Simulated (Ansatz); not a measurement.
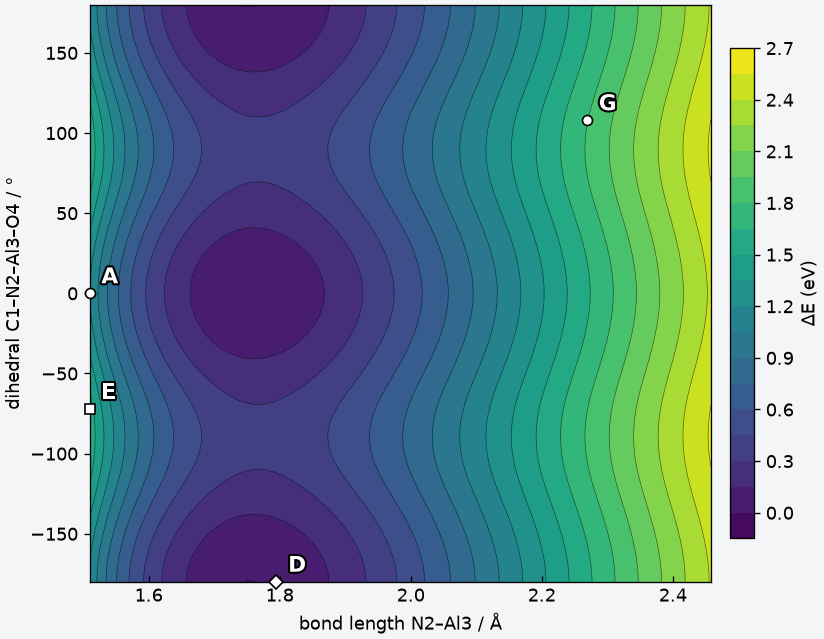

CH6AlNO2, SMILES C[NH][Al]([OH])[OH]. The first coordinate is: bond length N2–Al3; the second: dihedral C1–N2–Al3–O4. Nothing is relaxed (all other coordinates rigid). Grid: 11 × 10 points. Points are written as (first, second). All energies are given in eV relative to the relaxed molecule at the same level. Theory: RKS SPW92 (LDA)/def2-TZVP (Ansatz 0.2.0).

Drawn: filled contours, lettered points. Between grid points the surface is interpolated.

### Is D the lowest point of the computed grid?

Yes. D, at (1.795 Å, −180°), has the lowest energy of the grid.

### What kind of point is each of D, G: minimum, saddle, maximum or slope?

D: minimum; G: on a slope. (In these two coordinates alone; a stationary point may lie a little off the grid point.)

### Rank the lettered points by energy, lowest first.

D (0.018 eV), A (1.20 eV), E (1.56 eV), G (1.79 eV).
